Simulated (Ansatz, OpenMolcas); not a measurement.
## A ladder of methods for C2H7Ga (SMILES [CH3][GaH][CH3])

C2H7Ga has 10 atoms, charge 0, and is taken as a singlet. As SMILES, `[CH3][GaH][CH3]`. Geometry: relaxed at PBE0-D4/def2-TZVP.

Each level gives the vertical ionisation energy (to the doublet cation) (eV). The values are calculated.

| level | kind | program | value (eV) |
| --- | --- | --- | --- |
| HF/def2-SVP | Hartree–Fock | Ansatz | 9.17 |
| SVWN5/def2-SVP | LDA | Ansatz | 9.75 |
| revPBE/def2-SVP | GGA | OpenMolcas | 9.49 |
| TPSS/def2-SVP | meta-GGA | OpenMolcas | 9.76 |
| B3LYP/def2-SVP | global hybrid | OpenMolcas | 9.72 |
| CAM-B3LYP/def2-SVP | range-separated hybrid | Ansatz | 9.89 |
| PBE-QIDH/def2-SVP | double hybrid | Ansatz | 9.98 |
| MP2/def2-SVP | perturbation theory | Ansatz | 9.95 |

All-electron rows without a relativistic Hamiltonian named are non-relativistic. The values span 9.17 to 9.98 eV. In the correlated wave-function rows the outer d shell of Ga is correlated, in sets not made for it. The second state's dipole differs much between rows, so they may not all be the same state.

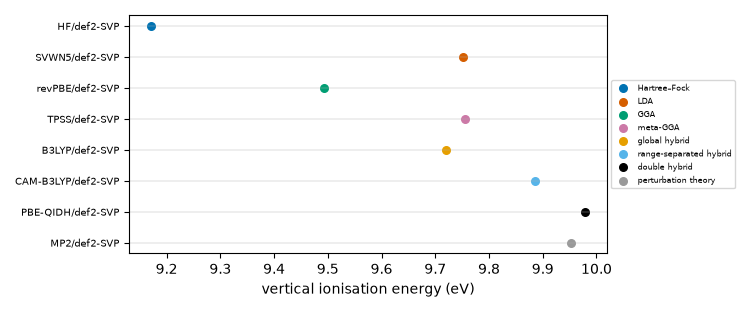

The values of the table, level by level.
